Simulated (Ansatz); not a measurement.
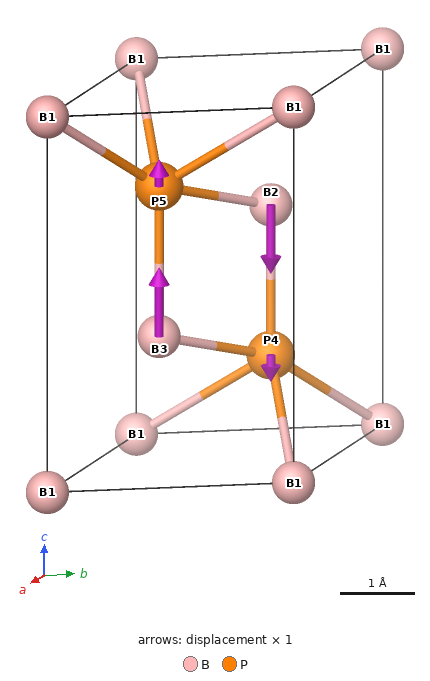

A relaxation of solid B$_{3}$P$_{2}$ (built on the A-type sesquioxide_164 type) (coarse preliminary run). The starting structure is drawn; purple arrows show the displacements (the part carried along by the change of the cell is left out), at their true length.

A ball-and-stick model of the cell of the calculation, seen slightly off an axis.

Case: anti-A-type sesquioxide type (P-3m1, No. 164).

Theory: Ansatz, DFT PBE, scalar-relativistic, plane waves, PAW.

The input:
```yaml
crystal:
  lattice:
    - [3.3942668182, 0.0, 0.0]
    - [-1.6971334091, 2.9395212918, 0.0]
    - [0.0, 0.0, 5.2809278161]
  atoms:
    - { symbol: B, position: [0.0, 0.0, 0.0] }
    - { symbol: B, position: [0.3333333333, 0.6666666667, 0.645] }
    - { symbol: B, position: [0.6666666667, 0.3333333333, 0.355] }
    - { symbol: P, position: [0.3333333333, 0.6666666667, 0.245] }
    - { symbol: P, position: [0.6666666667, 0.3333333333, 0.755] }
basis:
  ecutwfc: 420
kpoints:
  mp_grid: { grid: [6, 6, 4] }
hamiltonian:
  xc: pbe
scf:
  occupations: { method: gaussian, width: 0.1 }
  lower_state_search: "off"
output:
  forces: true
  stress: true
  eigenvalues: true
relax:
  adjacent_minimum: "off"
  f_tol: 0.04
  max_steps: 70
  cell: { stress_tol: 0.4 }
```

Launched with:
```bash
ansatz run input.yaml --threads 1 --pin off --max-ram 2560MiB --backend cpu --events-out ev --progress --plain --runs-dir out
```

Which element moves most?

Boron: up to 0.97 Å, against 0.38 Å for phosphorus.

Describe the change and its energy.

The largest moves relative to the cell, 0.97 Å, are those of B2 and B3. B3 goes along +c. Largest moves by element: B 0.97 Å, P 0.38 Å. The drawn cell changes as follows: a = b 3.394 → 3.106 Å (−8.5 %), c 5.281 → 6.175 Å (+16.9 %); the volume changes by −2.1 %. Near-neighbour distances that change, for instance: B2–B3 2.487 → 1.800 Å, B2–P5 2.044 → 2.712 Å, P4–P5 3.246 → 2.887 Å, B2–P4 2.112 → 1.878 Å. New bonds form: B2–B3 (2.49 → 1.80 Å). Bonds break: B2–P5 (2.04 → 2.71 Å), B3–P4 (2.04 → 2.71 Å). The space group stays P-3m1 (No. 164). Over 13 accepted moves (15 points after the start) the energy falls by 549 meV per atom. Largest force component: 0.55 eV/Å at the start, 0.011 eV/Å at the end. Pressure: −1.89 GPa at the start and −0.01 GPa at the end. The SCF was repeated twice at an unchanged geometry on a basis and grid sized afresh for the cell, which shifted the energy by 3.7 meV per atom at most.
